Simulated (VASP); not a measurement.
Band structure of WSi$_{2}$ (MoSi2 type). Level of theory: r2SCAN meta-GGA, VASP's PBE PAW potentials (set 64) (plane waves; VASP).

Unless said otherwise, spin-orbit coupling is left out, though it shifts the bands of the heavy elements here.

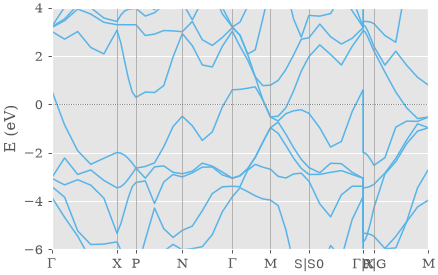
Figure. Bands along high-symmetry lines, zero at the valence-band maximum or, without a gap, the Fermi level

**Question.** Read the plot: is there a gap, and where are the band edges?

**Answer.** It has no gap at this level: it comes out as a metal or semimetal.

The compound is WSi2 in the MoSi2 type structure. It was relaxed first.
